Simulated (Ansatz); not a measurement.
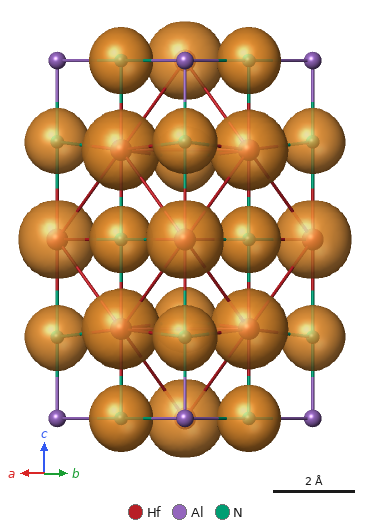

The picture shows: Hf3AlN4. Isosurface of the valence electron density at 0.8 e/Å³ (orange), seen along [110]. Sticks mark near contacts.

Space group I4/mmm; a structure generated by program, which may or may not match a known phase; computed without spin polarisation.

All numbers below come from DFT PBE, scalar-relativistic, plane waves, PAW in Ansatz.

In a PAW calculation such maps are meaningful between the atoms, not at the nuclei.

Which contacts does the surface bridge?

At this value the density breaks into separate islands; it holds about 80 % of the electrons treated as valence (semicore included). It bridges none of the near contacts. It is pinched off along the sampled Al–N (2.02 Å), Hf–N (2.22 Å), Hf–Hf (3.16 Å) and Al–N (2.24 Å) contacts. On the grid the lowest density along these lines, outside the cores, is 0.44 e/Å³ (Al–N, 2.02 Å), 0.55 e/Å³ (Hf–N, 2.22 Å), 0.2 e/Å³ (Hf–Hf, 3.16 Å) and 0.24 e/Å³ (Al–N, 2.24 Å).
